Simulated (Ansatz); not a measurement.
# [HO2]− (hydroperoxide(1-)): MP2/STO-3G

Aim: the energy change on altering one bond length of [HO2]− (hydroperoxide(1-)) at MP2/STO-3G, from 2 runs. 

Program for the calculation: Ansatz 0.2.0.

8 further runs of the same task are left out: 8 that didn't finish.

**1. The molecule**

The species is [HO2]− (3 atoms), meant as a singlet with charge -1. As SMILES, `[O-]O`. The coordinates come from a GFN2-xTB relaxation.

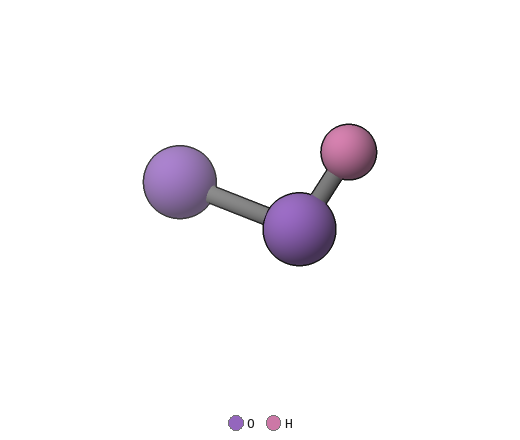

The structure, seen from a chosen angle (oxygen purple, hydrogen pink).

**2. A single-point energy at MP2/STO-3G**

job.yaml reads:

```yaml
basis:
  gaussian: {orbitals: STO-3G}
crystal:
  periodic: [false, false, false]
  atoms:
    - symbol: O
      position_ang: [-0.355040, 1.013280, -0.080710]
    - symbol: O
      position_ang: [-0.244450, -0.436620, -0.180910]
    - symbol: H
      position_ang: [0.599490, -0.576670, 0.261620]
total_charge: -1
correlation: {method: mp2, frozen_orbitals: {H: 0, O: 1}}
accuracy: high
```

Started as:

```bash
$ ansatz run job.yaml --threads 1 --pin off --max-ram 2610MiB --events-out events.jsonl --progress --plain --runs-dir runs
```

Standard output:

```text
Warning: RAYON_NUM_THREADS=1 ignored (pool sized by the plan → 1); use --threads N
Functional definition: HF
  name "HF"
  exchange = exact_x
  correlation = 0
168 factors; integrals over basis functions are off by at most 4.4e-8 eV
mean field evaluation 1: about -4023.0781 eV, gradient 2.1e1 eV
mean field evaluation 2: about -4023.1946 eV, gradient 2.1e1 eV
mean field evaluation 4: about -4025.4382 eV, gradient 1.4e0 eV
mean field evaluation 8: about -4025.4450 eV, gradient 1.6e-4 eV
mean field -4025.44498866 eV, -147.9323747888 hartree, gradient 2.2e-8 eV, S^2 0.000000; 0 other end points of the search recorded, 0 dependent functions left out
2 core orbitals not correlated: weight in the atoms' cores, before any rotation towards them, 1.000 or more for the frozen orbitals, at most 0.000 for the correlated occupied ones
reference -4025.44498866 eV, -147.9323747888 hartree; 7, 7 occupied and 2, 2 virtual orbitals, 168 factors
second order -1.35790112 eV of doubles, -0.00000000 eV of singles
Total energy: -4026.80288978 eV, -147.9822767344 hartree
```

Run time: 0.04 s. Hardware: 1 thread of Arm Neoverse V1, shared host.

**3. The distorted shape at the same level**

run.yaml reads:

```yaml
crystal:
  periodic: [false, false, false]
  atoms:
    - symbol: O
      position_ang: [-0.382684, 1.375706, -0.055663]
    - symbol: O
      position_ang: [-0.244450, -0.436620, -0.180910]
    - symbol: H
      position_ang: [0.599490, -0.576670, 0.261620]
basis:
  gaussian:
    orbitals: STO-3G
total_charge: -1
correlation:
  method: mp2
  frozen_orbitals: {H: 0, O: 1}
accuracy: high
```

Started as:

```bash
$ ansatz run run.yaml --threads 1 --pin off --max-ram 2610MiB --events-out events.jsonl --progress --plain --runs-dir runs
```

Standard output, cut to the lines that bear on the results:

```text
Warning: RAYON_NUM_THREADS=1 ignored (pool sized by the plan → 1); use --threads N
[... 2 set-up lines as earlier in the session ...]
[...]
168 factors; integrals over basis functions are off by at most 5.5e-8 eV
[...]
mean field -4023.79434507 eV, -147.8717147557 hartree, gradient 1.9e-8 eV, S^2 0.000000; 3 other end points of the search recorded, 0 dependent functions left out; unrestricted orbitals would lower it
2 core orbitals not correlated: weight in the atoms' cores, before any rotation towards them, 1.000 or more for the frozen orbitals, at most 0.000 for the correlated occupied ones
reference -4023.79434507 eV, -147.8717147557 hartree; 7, 7 occupied and 2, 2 virtual orbitals, 168 factors
second order -1.60732496 eV of doubles, -0.00000000 eV of singles
Total energy: -4025.40167004 eV, -147.9307828586 hartree
```

Run time: 0.06 s. Hardware: 1 thread of Arm Neoverse V1, shared host.

**4. What came out**

Level: MP2/STO-3G, 2 core orbitals frozen.

| quantity | value |
| --- | --- |
| first shape: total energy | -147.98228 Eh |
| first shape: correlation energy (2 core orbitals frozen) | -49.9 mEh |
| distorted shape: total energy | -147.93078 Eh |
| distorted shape: correlation energy (2 core orbitals frozen) | -59.1 mEh |
| energy change with the O1–O2 bond stretched from 1.458 to 1.822 Å | 1.401 eV |

**Reading.** With the O1–O2 bond stretched from 1.458 to 1.822 Å the energy rises by 1.40 eV (32 kcal/mol). The first shape isn't relaxed at this level, so the change isn't measured from a minimum. The minimal basis adds a large error of its own. The restricted solution (distorted shape) is unstable to spin breaking: an unrestricted one lies lower.
